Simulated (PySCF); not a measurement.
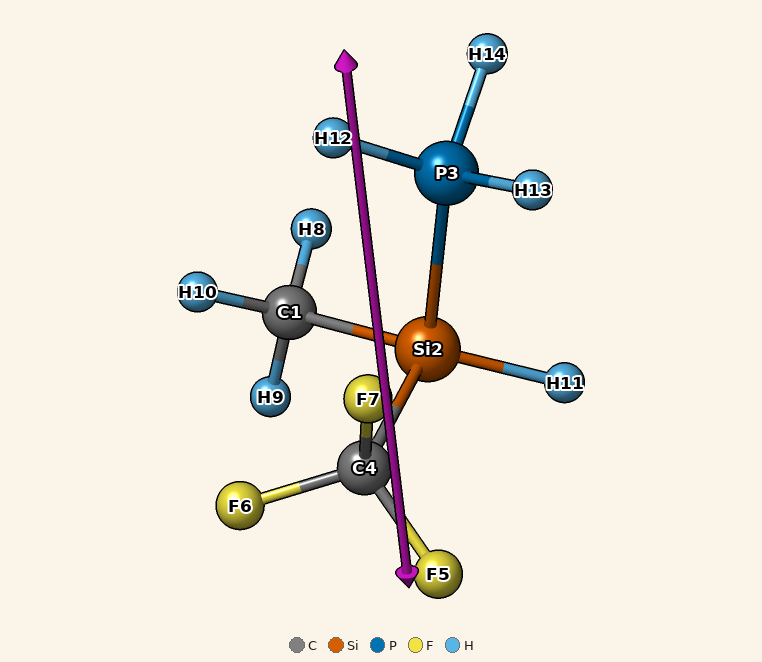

The double arrow shows the direction of the transition dipole to excited singlet state 5 (its length means nothing). Charge +1, singlet. Computed geometry: GFN2-xTB optimisation. No frequency run is at hand to confirm it as a minimum. Method: TDDFT PBE0/def2-SVPD, vertical, gas phase, core orbitals frozen in the response (PySCF 2.14.0).

Where does the transition lie, and how strong is it?

Answer. 8.27 eV (150 nm), oscillator strength 0.076, of mixed character, with the largest part HOMO−2 → LUMO (weight 0.38); transition dipole 1.56 D.

The geometry is semi-empirical. Around P, Si such bond lengths and angles can be off by a tenth of an ångström or more and by several degrees, and values that hang on the shape move with them.
